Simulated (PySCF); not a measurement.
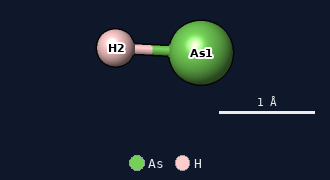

The structure as given in the input (ball-and-stick view, seen at a tilt; atoms are numbered from 1 in the order of the input).

# Geometry relaxation, with input and output: AsH (part 1 of 2)

The run: geometry relaxation of AsH, multiplicity 3. Method and program: ROKS-olyp/lanl2dz, optimize (PySCF 2.14.0).

Some settings of this run were made unusual or wrong on purpose. Figures and captions count atoms from 1; the log counts them from 0 in places.

What the program printed:
```
PySCF version 2.14.0

[INPUT] verbose = 4
[INPUT] num. atoms = 2
[INPUT] num. electrons = 6
[INPUT] charge = 0
[INPUT] spin (= nelec alpha-beta = 2S) = 2
[INPUT] symmetry True subgroup None
[INPUT] Mole.unit = bohr
[INPUT] Symbol           X                Y                Z      unit          X                Y                Z       unit  Magmom
[INPUT]  1 As     0.000000000000   0.000000000000   0.000000000000 AA    0.000000000000   0.000000000000   0.000000000000 Bohr   0.0
[INPUT]  2 H      0.000000000000   0.000000000000   0.909655625571 AA    0.000000000000   0.000000000000   1.719000000000 Bohr   0.0

nuclear repulsion = 2.9086678301338
point group symmetry = Coov
symmetry origin: [0.         0.         0.05055882]
symmetry axis x: [1. 0. 0.]
symmetry axis y: [0. 1. 0.]
symmetry axis z: [0. 0. 1.]
num. orbitals of irrep A1 = 6
num. orbitals of irrep E1x = 2
num. orbitals of irrep E1y = 2
number of shells = 6
number of NR pGTOs = 16
number of NR cGTOs = 10
basis = lanl2dz
ecp = {'As': 'lanl2dz'}

******** <class 'pyscf.df.df_jk.DFSymAdaptedROKS'> ********
method = DFSymAdaptedROKS
initial guess = minao
damping factor = 0
level_shift factor = 0
DIIS = <class 'pyscf.scf.diis.CDIIS'>
diis_start_cycle = 1
diis_space = 8
diis_damp = 0
SCF conv_tol = 1e-09
SCF conv_tol_grad = None
SCF max_cycles = 50
direct_scf = False
num. doubly occ = 2  num. singly occ = 2
XC library pyscf.dft.libxc version 7.0.0
    S. Lehtola, C. Steigemann, M. J.T. Oliveira, and M. A.L. Marques.,  SoftwareX 7, 1–5 (2018)
XC functionals = olyp
    N. C. Handy and A. J. Cohen.,  Mol. Phys. 99, 403 (2001)
    C. Lee, W. Yang, and R. G. Parr.,  Phys. Rev. B 37, 785 (1988)
    B. Miehlich, A. Savin, H. Stoll, and H. Preuss.,  Chem. Phys. Lett. 157, 200 (1989)
radial grids:
    Treutler-Ahlrichs [JCP 102, 346 (1995); DOI:10.1063/1.469408] (M4) radial grids

becke partition: Becke, JCP 88, 2547 (1988); DOI:10.1063/1.454033
pruning grids: <function nwchem_prune>
grids dens level: 3
symmetrized grids: True
atomic radii adjust function: <function treutler_atomic_radii_adjust>
small_rho_cutoff = 0
Freeze 0 electrons in irreps []
    6 free electrons in irreps A1 E1x E1y
Set gradient conv threshold to 3.16228e-05
tot grids = 30232
init E= 5.03822504548299
HOMO (E1y) = -0.0267160473494784  LUMO (A1) = 0.202385566162642
cycle= 1 E= -6.16083467537267  delta_E= -11.2  |g|= 0.351  |ddm|=  2.3
HOMO (E1y) = -0.273087042482495  LUMO (A1) = 0.0823649054363272
cycle= 2 E= -6.25816970721606  delta_E= -0.0973  |g|= 0.126  |ddm|=  1.3
HOMO (E1y) = -0.172603546925513  LUMO (A1) = 0.134058156662381
cycle= 3 E= -6.26938648351005  delta_E= -0.0112  |g|= 0.0123  |ddm|= 0.304
HOMO (E1y) = -0.16993243884044  LUMO (A1) = 0.135851316889055
cycle= 4 E= -6.26943941748182  delta_E= -5.29e-05  |g|= 0.002  |ddm|= 0.024
HOMO (E1y) = -0.16942885369419  LUMO (A1) = 0.136451810928765
cycle= 5 E= -6.2694413644669  delta_E= -1.95e-06  |g|= 0.000186  |ddm|= 0.00903
HOMO (E1y) = -0.169356262376735  LUMO (A1) = 0.136523499283061
cycle= 6 E= -6.26944138207316  delta_E= -1.76e-08  |g|= 9.28e-06  |ddm|= 0.000862
HOMO (E1y) = -0.169351800676439  LUMO (A1) = 0.136521018199648
cycle= 7 E= -6.26944138215843  delta_E= -8.53e-11  |g|= 1.02e-07  |ddm|= 3.5e-05
HOMO (E1y) = -0.169351715976057  LUMO (A1) = 0.136521119289329
Extra cycle  E= -6.26944138215842  delta_E= 1.07e-14  |g|= 3.15e-08  |ddm|= 2.21e-07
converged SCF energy = -6.26944138215842
Create scanner for <class 'pyscf.df.grad.roks.Gradients'>
Create scanner for <class 'pyscf.df.df_jk.DFSymAdaptedROKS'>
input.py

Current date and time:

#|     Arguments passed to driver run_optimizer():      |#
customengine              <pyscf.geomopt.geometric_solver.PySCFEngine object>
logIni                    [file]
maxiter                   30
----------------------------------------------------------
Custom engine selected.
Bonds will be generated from interatomic distances less than 1.20 times sum of covalent radii
6 internal coordinates being used (instead of 6 Cartesians)
Internal coordinate system (atoms numbered from 1):
Distance 1-2
Translation-X 1-2
Translation-Y 1-2
Translation-Z 1-2
Rotation-A 1-2
Rotation-B 1-2
Rotation-C 1-2
<class 'geometric.internal.Distance'> : 1
<class 'geometric.internal.TranslationX'> : 1
<class 'geometric.internal.TranslationY'> : 1
<class 'geometric.internal.TranslationZ'> : 1
<class 'geometric.internal.RotationA'> : 1
<class 'geometric.internal.RotationB'> : 1
<class 'geometric.internal.RotationC'> : 1
> ===== Optimization Info: ====
> Job type: Energy minimization
> Maximum number of optimization cycles: 30
> Initial / maximum trust radius (Angstrom): 0.100 / 0.300
> Convergence Criteria:
> Will converge when all 5 criteria are reached:
>  |Delta-E| < 1.00e-06
>  RMS-Grad  < 3.00e-04
>  Max-Grad  < 4.50e-04
>  RMS-Disp  < 1.20e-03
>  Max-Disp  < 1.80e-03
> === End Optimization Info ===

Geometry optimization cycle 1
Cartesian coordinates (Angstrom)
 Atom        New coordinates             dX        dY        dZ
  As   0.000000   0.000000   0.000000    0.000000  0.000000  0.000000
   H   0.000000   0.000000   0.909656    0.000000  0.000000 -0.000000
New geometry
   1 As     0.000000000000   0.000000000000   0.000000000000 AA    0.000000000000   0.000000000000   0.000000000000 Bohr
   2 H      0.000000000000   0.000000000000   0.909655625571 AA    0.000000000000   0.000000000000   1.719000000000 Bohr

******** <class 'pyscf.scf.hf.DFSymAdaptedROKS_Scanner'> ********
method = DFSymAdaptedROKS_Scanner
initial guess = minao
damping factor = 0
level_shift factor = 0
DIIS = <class 'pyscf.scf.diis.CDIIS'>
diis_start_cycle = 1
diis_space = 8
diis_damp = 0
SCF conv_tol = 1e-09
SCF conv_tol_grad = None
SCF max_cycles = 50
direct_scf = False
num. doubly occ = 2  num. singly occ = 2
XC library pyscf.dft.libxc version 7.0.0
    S. Lehtola, C. Steigemann, M. J.T. Oliveira, and M. A.L. Marques.,  SoftwareX 7, 1–5 (2018)
XC functionals = olyp
    N. C. Handy and A. J. Cohen.,  Mol. Phys. 99, 403 (2001)
    C. Lee, W. Yang, and R. G. Parr.,  Phys. Rev. B 37, 785 (1988)
    B. Miehlich, A. Savin, H. Stoll, and H. Preuss.,  Chem. Phys. Lett. 157, 200 (1989)
radial grids:
    Treutler-Ahlrichs [JCP 102, 346 (1995); DOI:10.1063/1.469408] (M4) radial grids

becke partition: Becke, JCP 88, 2547 (1988); DOI:10.1063/1.454033
pruning grids: <function nwchem_prune>
grids dens level: 3
symmetrized grids: True
atomic radii adjust function: <function treutler_atomic_radii_adjust>
small_rho_cutoff = 0
Freeze 0 electrons in irreps []
    6 free electrons in irreps A1 E1x E1y
Set gradient conv threshold to 3.16228e-05
tot grids = 30232
init E= -6.26944138215843
HOMO (E1y) = -0.169351732113284  LUMO (A1) = 0.136521109184216
cycle= 1 E= -6.26944138215843  delta_E= -7.11e-15  |g|= 1.49e-08  |ddm|= 7.65e-08
HOMO (E1y) = -0.169351724153405  LUMO (A1) = 0.13652111392451
Extra cycle  E= -6.26944138215843  delta_E= 3.55e-15  |g|= 7.65e-09  |ddm|= 5.09e-08
converged SCF energy = -6.26944138215843

******** <class 'pyscf.grad.rhf.Gradients_Scanner'> for <class 'pyscf.scf.hf.DFSymAdaptedROKS_Scanner'> ********
unit = Eh/Bohr
grid_response = True
--------------- DFSymAdaptedROKS_Scanner gradients ---------------
         x                y                z
0 As     0.0000000000     0.0000000000     1.0639762291
1 H     0.0000000000     0.0000000000    -1.0639762291
----------------------------------------------
cycle 1: E = -6.26944138216  dE = -6.26944  norm(grad) = 1.50469
Step    0 : Gradient = 1.064e+00/1.064e+00 (rms/max) Energy = -6.2694413822
Hessian Eigenvalues: 5.00000e-02 5.00000e-02 5.00000e-02 ... 5.00000e-02 5.00000e-02 1.46003e+00

Geometry optimization cycle 2
Cartesian coordinates (Angstrom)
 Atom        New coordinates             dX        dY        dZ
  As   0.000000   0.000000  -0.100000    0.000000  0.000000 -0.100000
   H   0.000000   0.000000   1.009656    0.000000  0.000000  0.100000
New geometry
   1 As     0.000000000000   0.000000000000  -0.100000000003 AA    0.000000000000   0.000000000000  -0.188972612463 Bohr
   2 H      0.000000000000   0.000000000000   1.009655625575 AA    0.000000000000   0.000000000000   1.907972612463 Bohr

******** <class 'pyscf.scf.hf.DFSymAdaptedROKS_Scanner'> ********
method = DFSymAdaptedROKS_Scanner
initial guess = minao
damping factor = 0
level_shift factor = 0
DIIS = <class 'pyscf.scf.diis.CDIIS'>
diis_start_cycle = 1
diis_space = 8
diis_damp = 0
SCF conv_tol = 1e-09
SCF conv_tol_grad = None
SCF max_cycles = 50
direct_scf = False
num. doubly occ = 2  num. singly occ = 2
XC library pyscf.dft.libxc version 7.0.0
    S. Lehtola, C. Steigemann, M. J.T. Oliveira, and M. A.L. Marques.,  SoftwareX 7, 1–5 (2018)
XC functionals = olyp
    N. C. Handy and A. J. Cohen.,  Mol. Phys. 99, 403 (2001)
    C. Lee, W. Yang, and R. G. Parr.,  Phys. Rev. B 37, 785 (1988)
    B. Miehlich, A. Savin, H. Stoll, and H. Preuss.,  Chem. Phys. Lett. 157, 200 (1989)
radial grids:
    Treutler-Ahlrichs [JCP 102, 346 (1995); DOI:10.1063/1.469408] (M4) radial grids

becke partition: Becke, JCP 88, 2547 (1988); DOI:10.1063/1.454033
pruning grids: <function nwchem_prune>
grids dens level: 3
symmetrized grids: True
atomic radii adjust function: <function treutler_atomic_radii_adjust>
small_rho_cutoff = 0
Freeze 0 electrons in irreps []
    6 free electrons in irreps A1 E1x E1y
Set gradient conv threshold to 3.16228e-05
tot grids = 30232
init E= -6.49194548332074
HOMO (E1y) = -0.142503123295921  LUMO (A1) = 0.149019005300067
cycle= 1 E= -6.53105616585509  delta_E= -0.0391  |g|= 0.0323  |ddm|= 0.182
HOMO (E1y) = -0.174737931686452  LUMO (A1) = 0.118993501945988
cycle= 2 E= -6.53161416049273  delta_E= -0.000558  |g|= 0.00944  |ddm|= 0.0831
HOMO (E1y) = -0.168615243267774  LUMO (A1) = 0.123058415724067
cycle= 3 E= -6.53167290259398  delta_E= -5.87e-05  |g|= 0.000746  |ddm|= 0.0183
HOMO (E1y) = -0.169028862181677  LUMO (A1) = 0.122951640407551
cycle= 4 E= -6.53167324249011  delta_E= -3.4e-07  |g|= 9e-05  |ddm|= 0.00139
HOMO (E1y) = -0.169021888677334  LUMO (A1) = 0.122953207042941
cycle= 5 E= -6.53167324606296  delta_E= -3.57e-09  |g|= 1.02e-05  |ddm|= 0.00023
HOMO (E1y) = -0.169016088646623  LUMO (A1) = 0.122956615767122
cycle= 6 E= -6.53167324612866  delta_E= -6.57e-11  |g|= 3.94e-07  |ddm|= 3.8e-05
HOMO (E1y) = -0.16901606751881  LUMO (A1) = 0.12295662827801
Extra cycle  E= -6.53167324612871  delta_E= -5.68e-14  |g|= 2.48e-07  |ddm|= 1.85e-06
converged SCF energy = -6.53167324612871

******** <class 'pyscf.grad.rhf.Gradients_Scanner'> for <class 'pyscf.scf.hf.DFSymAdaptedROKS_Scanner'> ********
unit = Eh/Bohr
grid_response = True
--------------- DFSymAdaptedROKS_Scanner gradients ---------------
         x                y                z
0 As     0.0000000000     0.0000000000     0.4168279647
1 H     0.0000000000     0.0000000000    -0.4168279647
----------------------------------------------
cycle 2: E = -6.53167324613  dE = -0.262232  norm(grad) = 0.589484
Step    1 : Displace = 1.000e-01/1.000e-01 (rms/max) Trust = 1.000e-01 (=) Grad = 4.168e-01/4.168e-01 (rms/max) E (change) = -6.5316732461 (-2.622e-01) Quality = 0.880
Hessian Eigenvalues: 5.00000e-02 5.00000e-02 5.00000e-02 ... 5.00000e-02 5.00000e-02 1.71228e+00

Geometry optimization cycle 3
Cartesian coordinates (Angstrom)
 Atom        New coordinates             dX        dY        dZ
  As   0.000000   0.000000  -0.164410    0.000000  0.000000 -0.064410
   H   0.000000   0.000000   1.074066    0.000000  0.000000  0.064410
New geometry
   1 As     0.000000000000   0.000000000000  -0.164409964096 AA    0.000000000000   0.000000000000  -0.310689804292 Bohr
   2 H      0.000000000000   0.000000000000   1.074065589668 AA    0.000000000000   0.000000000000   2.029689804292 Bohr

******** <class 'pyscf.scf.hf.DFSymAdaptedROKS_Scanner'> ********
method = DFSymAdaptedROKS_Scanner
initial guess = minao
damping factor = 0
level_shift factor = 0
DIIS = <class 'pyscf.scf.diis.CDIIS'>
diis_start_cycle = 1
diis_space = 8
diis_damp = 0
SCF conv_tol = 1e-09
SCF conv_tol_grad = None
SCF max_cycles = 50
direct_scf = False
num. doubly occ = 2  num. singly occ = 2
XC library pyscf.dft.libxc version 7.0.0
    S. Lehtola, C. Steigemann, M. J.T. Oliveira, and M. A.L. Marques.,  SoftwareX 7, 1–5 (2018)
XC functionals = olyp
    N. C. Handy and A. J. Cohen.,  Mol. Phys. 99, 403 (2001)
    C. Lee, W. Yang, and R. G. Parr.,  Phys. Rev. B 37, 785 (1988)
    B. Miehlich, A. Savin, H. Stoll, and H. Preuss.,  Chem. Phys. Lett. 157, 200 (1989)
radial grids:
    Treutler-Ahlrichs [JCP 102, 346 (1995); DOI:10.1063/1.469408] (M4) radial grids

becke partition: Becke, JCP 88, 2547 (1988); DOI:10.1063/1.454033
pruning grids: <function nwchem_prune>
grids dens level: 3
symmetrized grids: True
atomic radii adjust function: <function treutler_atomic_radii_adjust>
small_rho_cutoff = 0
Freeze 0 electrons in irreps []
    6 free electrons in irreps A1 E1x E1y
Set gradient conv threshold to 3.16228e-05
tot grids = 30232
init E= -6.58293155940047
HOMO (E1y) = -0.164773633478404  LUMO (A1) = 0.104444995199927
cycle= 1 E= -6.60610579491662  delta_E= -0.0232  |g|= 0.0178  |ddm|= 0.0846
HOMO (E1y) = -0.170891816663496  LUMO (A1) = 0.0993296276020494
cycle= 2 E= -6.6062490530003  delta_E= -0.000143  |g|= 0.0109  |ddm|= 0.0765
HOMO (E1y) = -0.169292284035712  LUMO (A1) = 0.0996045692501758
cycle= 3 E= -6.60631292435812  delta_E= -6.39e-05  |g|= 0.00111  |ddm|= 0.0245
HOMO (E1y) = -0.16921663523547  LUMO (A1) = 0.0998726180106508
cycle= 4 E= -6.6063133988981  delta_E= -4.75e-07  |g|= 3.16e-05  |ddm|= 0.00099
HOMO (E1y) = -0.169237616837595  LUMO (A1) = 0.0998602241966305
cycle= 5 E= -6.60631339960381  delta_E= -7.06e-10  |g|= 3.98e-06  |ddm|= 8.06e-05
HOMO (E1y) = -0.169233300522778  LUMO (A1) = 0.0998626463087759
Extra cycle  E= -6.60631339961458  delta_E= -1.08e-11  |g|= 1.44e-06  |ddm|= 1.4e-05
converged SCF energy = -6.60631339961458

******** <class 'pyscf.grad.rhf.Gradients_Scanner'> for <class 'pyscf.scf.hf.DFSymAdaptedROKS_Scanner'> ********
unit = Eh/Bohr
grid_response = True
--------------- DFSymAdaptedROKS_Scanner gradients ---------------
         x                y                z
0 As     0.0000000000     0.0000000000     0.2144965798
1 H     0.0000000000     0.0000000000    -0.2144965798
----------------------------------------------
cycle 3: E = -6.60631339961  dE = -0.0746402  norm(grad) = 0.303344
Step    2 : Displace = 6.441e-02/6.441e-02 (rms/max) Trust = 1.414e-01 (+) Grad = 2.145e-01/2.145e-01 (rms/max) E (change) = -6.6063133996 (-7.464e-02) Quality = 1.471
Hessian Eigenvalues: 5.00000e-02 5.00000e-02 5.00000e-02 ... 5.00000e-02 5.00000e-02 8.31154e-01

Geometry optimization cycle 4
Cartesian coordinates (Angstrom)
 Atom        New coordinates             dX        dY        dZ
  As   0.000000   0.000000  -0.232693    0.000000  0.000000 -0.068283
   H   0.000000   0.000000   1.142348    0.000000  0.000000  0.068283
New geometry
   1 As     0.000000000000   0.000000000000  -0.232692583769 AA    0.000000000000   0.000000000000  -0.439725254541 Bohr
   2 H      0.000000000000   0.000000000000   1.142348209341 AA    0.000000000000   0.000000000000   2.158725254541 Bohr

******** <class 'pyscf.scf.hf.DFSymAdaptedROKS_Scanner'> ********
method = DFSymAdaptedROKS_Scanner
initial guess = minao
damping factor = 0
level_shift factor = 0
DIIS = <class 'pyscf.scf.diis.CDIIS'>
diis_start_cycle = 1
diis_space = 8
diis_damp = 0
SCF conv_tol = 1e-09
SCF conv_tol_grad = None
SCF max_cycles = 50
direct_scf = False
num. doubly occ = 2  num. singly occ = 2
XC library pyscf.dft.libxc version 7.0.0
    S. Lehtola, C. Steigemann, M. J.T. Oliveira, and M. A.L. Marques.,  SoftwareX 7, 1–5 (2018)
XC functionals = olyp
    N. C. Handy and A. J. Cohen.,  Mol. Phys. 99, 403 (2001)
    C. Lee, W. Yang, and R. G. Parr.,  Phys. Rev. B 37, 785 (1988)
    B. Miehlich, A. Savin, H. Stoll, and H. Preuss.,  Chem. Phys. Lett. 157, 200 (1989)
radial grids:
    Treutler-Ahlrichs [JCP 102, 346 (1995); DOI:10.1063/1.469408] (M4) radial grids

becke partition: Becke, JCP 88, 2547 (1988); DOI:10.1063/1.454033
pruning grids: <function nwchem_prune>
grids dens level: 3
symmetrized grids: True
atomic radii adjust function: <function treutler_atomic_radii_adjust>
small_rho_cutoff = 0
Freeze 0 electrons in irreps []
    6 free electrons in irreps A1 E1x E1y
Set gradient conv threshold to 3.16228e-05
tot grids = 30232
init E= -6.61859882564105
HOMO (E1y) = -0.171225411701676  LUMO (A1) = 0.0663096775997188
cycle= 1 E= -6.64377397748738  delta_E= -0.0252  |g|= 0.0261  |ddm|= 0.0821
HOMO (E1y) = -0.171222738894096  LUMO (A1) = 0.0699118219709376
cycle= 2 E= -6.64395856675681  delta_E= -0.000185  |g|= 0.021  |ddm|= 0.0999
HOMO (E1y) = -0.169664070805113  LUMO (A1) = 0.0686533670819052
cycle= 3 E= -6.64420336301334  delta_E= -0.000245  |g|= 0.000981  |ddm|= 0.0376
HOMO (E1y) = -0.169928022143594  LUMO (A1) = 0.0687057607815182
cycle= 4 E= -6.64420384930583  delta_E= -4.86e-07  |g|= 6.24e-05  |ddm|= 0.00164
HOMO (E1y) = -0.169879902952602  LUMO (A1) = 0.0687375354370094
cycle= 5 E= -6.64420385228723  delta_E= -2.98e-09  |g|= 2.11e-06  |ddm|= 0.000135
HOMO (E1y) = -0.169879758774568  LUMO (A1) = 0.0687373255240524
cycle= 6 E= -6.64420385229054  delta_E= -3.31e-12  |g|= 1.35e-07  |ddm|= 6.73e-06
HOMO (E1y) = -0.169879710499527  LUMO (A1) = 0.0687373371557713
Extra cycle  E= -6.64420385229055  delta_E= -7.11e-15  |g|= 1.15e-07  |ddm|= 4.76e-07
converged SCF energy = -6.64420385229055

******** <class 'pyscf.grad.rhf.Gradients_Scanner'> for <class 'pyscf.scf.hf.DFSymAdaptedROKS_Scanner'> ********
unit = Eh/Bohr
grid_response = True
--------------- DFSymAdaptedROKS_Scanner gradients ---------------
         x                y                z
0 As     0.0000000000     0.0000000000     0.0907464219
1 H     0.0000000000     0.0000000000    -0.0907464219
----------------------------------------------
cycle 4: E = -6.64420385229  dE = -0.0378905  norm(grad) = 0.128335
Step    3 : Displace = 6.828e-02/6.828e-02 (rms/max) Trust = 2.000e-01 (+) Grad = 9.075e-02/9.075e-02 (rms/max) E (change) = -6.6442038523 (-3.789e-02) Quality = 1.369
Hessian Eigenvalues: 5.00000e-02 5.00000e-02 5.00000e-02 ... 5.00000e-02 5.00000e-02 4.79520e-01
```
